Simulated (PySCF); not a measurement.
SMILES c1c(csc1)-c1ccc[nH]1 (C₈H₇NS), singlet at its GFN2-xTB optimised geometry (Å):

```
17

C     -0.7986    -2.8787     0.0000
C      0.5712    -2.8787     0.0000
N      0.9954    -1.5907     0.0000
C     -0.0812    -0.7485     0.0000
C      0.0463     0.6874    -0.0001
C     -1.0725     1.5729    -0.0001
C     -0.7168     2.8772    -0.0002
S      0.9908     3.0860     0.0005
C      1.2248     1.3835    -0.0001
C     -1.2147    -1.5381     0.0000
H     -1.4344    -3.7418     0.0000
H      1.2650    -3.6963     0.0000
H      1.9563    -1.2951     0.0000
H     -2.0918     1.2342     0.0001
H     -1.3502     3.7418    -0.0002
H      2.2293     1.0089    -0.0001
H     -2.2293    -1.1934     0.0000
```

Level of theory: PBE/def2-SVP run with PySCF. Cells within 0.4 Å of a nucleus heavier than hydrogen are left out (blank, or x).

Map of the electrostatic potential (hartree/e), clipped to [-0.08, 0.12] on the plane z = 0.0 Å:

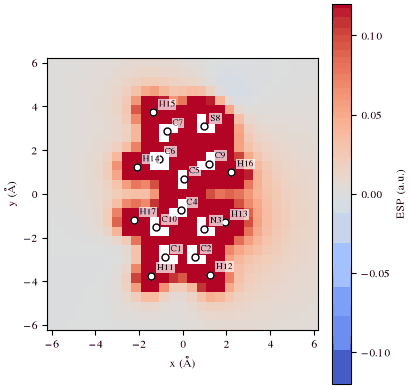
*Electrostatic potential (hartree/e), clipped to [-0.08, 0.12] on the plane z = 0.0 Å.*
